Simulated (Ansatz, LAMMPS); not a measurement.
# Static equation of state of amorphous Ge (61 atoms)

Density of this cell: 4.91 g/cm³. The cell holds 61 atoms: 61 Ge. Cell: a = 11.443 Å, b = 11.339 Å, c = 11.550 Å, α = 91.1°, β = 91.1°, γ = 89.6°. The starting structure: 61 atoms (61 Ge) placed at random at 4.82 g/cm³, melted at 3500 K for 10 ps at fixed volume with the Tersoff potential (Tersoff, Phys. Rev. B 39, 5566 (1989)). Quenched from 3500 K to 100 K at 5 K/ps and fixed volume, held 5 ps, then minimised at fixed cell.

Calculated with Ansatz 0.2.0: Kohn-Sham DFT, PBE, PAW (set soft_1), plane waves; cutoff 420 eV, Γ point, fermi-dirac smearing of 0.05 eV. Cell and atoms were relaxed first, to V0 = 24.558 Å³ an atom at a residual P0 = -0.009 GPa. The cell was then scaled evenly, and the atoms were relaxed at each volume.

| volume (Å³/atom) | pressure (GPa) |
| --- | --- |
| 22.102 | ? |
| 23.084 | 3.340 |
| 23.821 | 1.545 |
| 25.294 | -1.344 |
| 26.031 | -2.456 |

Task: Fit the third-order Birch–Murnaghan equation to the rows given and extrapolate to the withheld row.

**Working.**

Take the Eulerian strain f = ½[(V0/V)^(2/3) − 1] and the normalised pressure F = (P − P0) / [3f(1 + 2f)^(5/2)]. The third-order Birch–Murnaghan equation is then the line F = B0 + (3/2)B0(B′ − 4) f, so u = f and v = F.

```
      u = f  v = F (GPa)
  0.0210566      47.8155
  0.0102567      47.9963
-0.00975658      47.9067
 -0.0190507      47.1888
```

With n = 4: mean u = 6.2650e-4, mean v = 47.7268, Σ(u − ū)² = 0.0010051, Σ(u − ū)(v − v̄) = 0.013126. Slope b = 0.013126 / 0.0010051 = 13.059; intercept a = v̄ − b ū = 47.719.

So B0 = a = 47.7 GPa and B′ = 4 + 2b/(3a) = 4.18. At the withheld volume f = 0.03638, F = a + b f = 48.19 GPa, and P = P0 + 3f(1 + 2f)^(5/2) F.

Prediction at 22.102: 6.261 GPa. The run gave 6.279 GPa, so the fit is low by 0.018 GPa (0.29 % of the value).

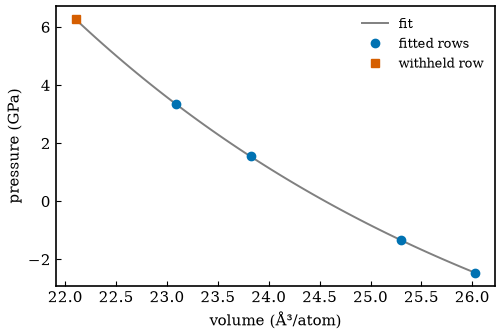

The fit, the rows that it rests on and the withheld row.

Among the rows given, the largest miss of the fit is at 26.031, by 0.015 GPa (0.17 % of the range of the table).

Limits: Static cells at zero temperature; the cell shape is held. The program notes that the SCF threshold of these relaxations is loose for the stress. The quench rate of 5 K/ps is many orders above laboratory rates, so the cell is likely richer in defects and strain than a real sample. The network of bonds at the start is that of the classical potential that made the cell, and needn't be the one that DFT or experiment would give. Only the Γ point is sampled, in a cell whose shortest periodic width is 11 Å.

[Logs are printed without paths, hosts, clocks, repeated set-up lines and the standing remarks that a program may print on its own settings, such as how far it seeks lower states.]

[Hosts, paths, dates, database ids (printed as entryN), source tags and the programs' standing remarks are cut or masked in the printed files.]
